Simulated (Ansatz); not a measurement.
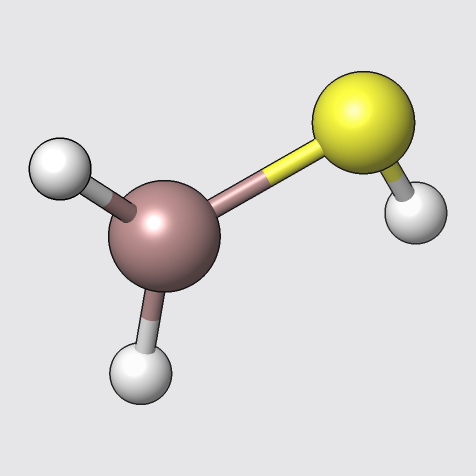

A ball-and-stick model of a molecule. Colours: gallium pink, sulfur yellow, hydrogen white.

The computed structure is the end point of a PBE0-D4/def2-TZVP optimisation.

Count the atoms of each element.

GaH3S, 5 atoms: 1 gallium, 3 hydrogen and 1 sulfur.

Give the symmetry (Schoenflies symbol).

Cs.

How many sets of symmetry-equivalent atoms are there?

5: 1 Ga, 1 S, 1 H, 1 H, 1 H.

Count the bonded pairs by element.

2 Ga–H, 1 Ga–S, 1 S–H. Sticks follow a distance rule.

The parts below concern this one geometry. Atoms keep their numbers from picture to picture.

**Shape**

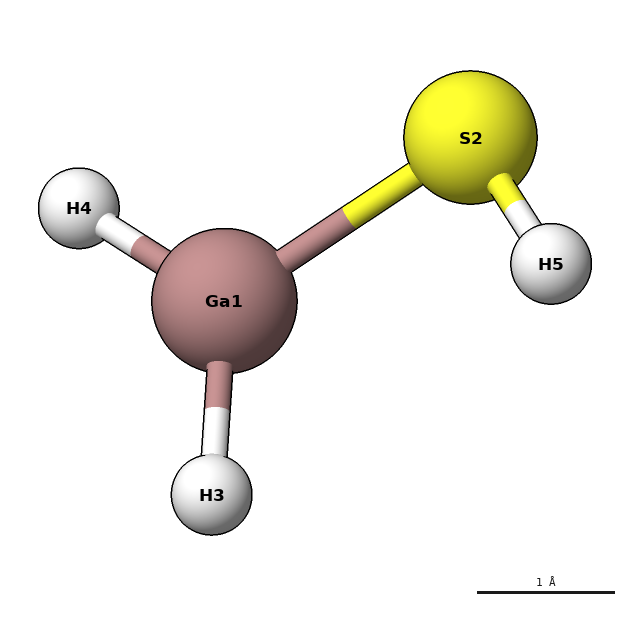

Numbered structure.

Which atoms are bonded, and how long are the bonds?

```json
{"bond": "Ga1–S2", "length (Å)": "2.199"}
{"bond": "Ga1–H3", "length (Å)": "1.560"}
{"bond": "Ga1–H4", "length (Å)": "1.559"}
{"bond": "S2–H5", "length (Å)": "1.343"}
```

**Vibrations**

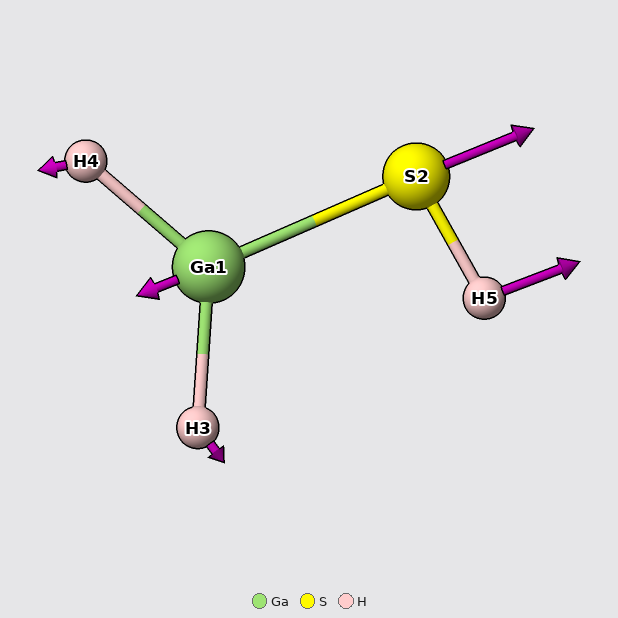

The arrows show one normal mode. Harmonic vibrations computed with RKS PBE0-D4/def2-TZVP (Ansatz 0.2.0) at a stationary point of the same level.

What kind of motion is it?

Mostly Ga–S stretching.

At what wavenumber does it lie?

410 cm⁻¹; it is mode 2 of 9 counted from the lowest.

**Thermal motion**

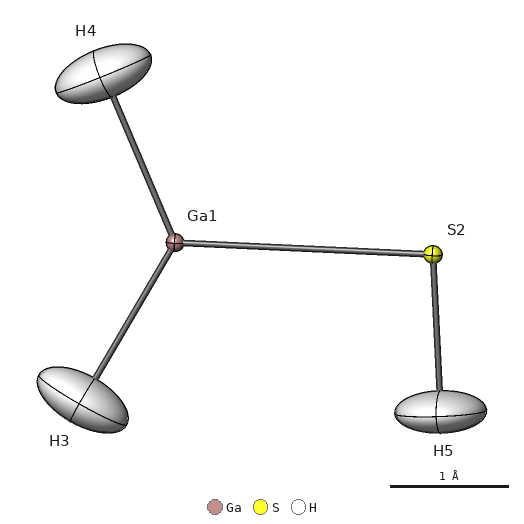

Displacement ellipsoids at the 50 % level, enlarged 1.5 times, from the internal vibrations of the free molecule (harmonic, no overall translation or rotation; no half-axis is drawn under 0.075 Å). Vibrations computed with RKS PBE0-D4/def2-TZVP (Ansatz 0.2.0). Temperature: 298 K.

Which atom moves most?

H5, with U_eq = 0.0238 Å².

Does H5 move more along its bond or across it?

Across it: the root-mean-square amplitude is 0.078 Å along the bond and up to 0.193 Å across, since bending and torsion are softer than stretching.

Give the displacement parameters, one line for each set of equivalent atoms.

```
atom  U_eq (Å²)   rms amplitudes (Å)
 Ga1    0.00010  0.005, 0.005, 0.016
  S2    0.00042  0.007, 0.007, 0.034
  H3     0.0220  0.091, 0.155, 0.184
  H4     0.0219  0.091, 0.152, 0.186
  H5     0.0238  0.078, 0.167, 0.193
```

**Dipole moment**

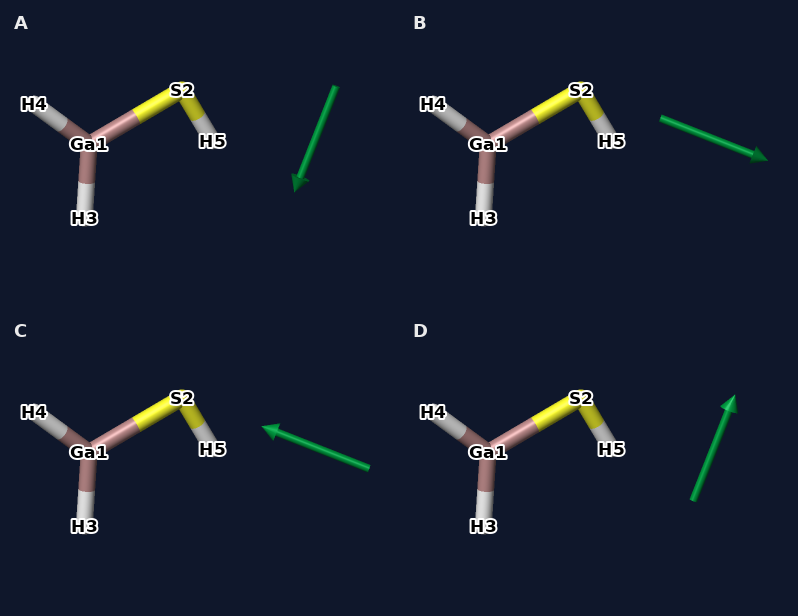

The same molecule four times, each with an arrow. Method: RKS PBE0-D4/def2-TZVP (Ansatz 0.2.0).

Which arrow points along the dipole moment, from the negative to the positive end?

A. The dipole moment is 1.17 D; it points from the side of S2 to the side of H3 (the outermost atoms at the two ends).
